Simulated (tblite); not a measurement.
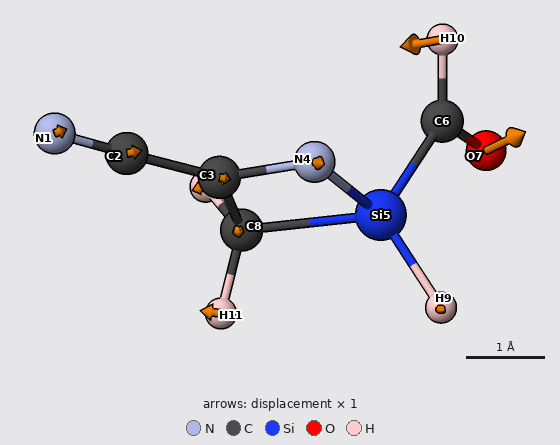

This is a relaxation of C4H4N2OSi. The starting structure is drawn; orange arrows show the displacements, at their true length. The two geometries are superimposed by the best rigid fit.

The picture is a ball-and-stick view, seen at a tilt.

The calculation used GFN2-xTB geometry optimisation, gas phase in tblite 0.8.0. 

Q: What happened in the run?

A: The atom that moves furthest after the best rigid fit is the O atom (0.78 Å). By element the largest moves are O 0.78 Å, H 0.68 Å, C 0.21 Å, N 0.19 Å, Si 0.08 Å. Near-neighbour distances that change, for instance: C–Si 1.821 → 1.939 Å, C–Si 1.828 → 1.914 Å, C–H 1.130 → 1.088 Å, C–H 1.076 → 1.111 Å. Among the angles between lasting bonds that change: N–C–C 92.6° → 109.5°, C–C–Si 94.6° → 81.6°, C–N–Si 105.4° → 93.7°. Groups turn about C–Si by about 45°. After 85 geometry steps the energy has fallen by 137.8 kJ/mol.
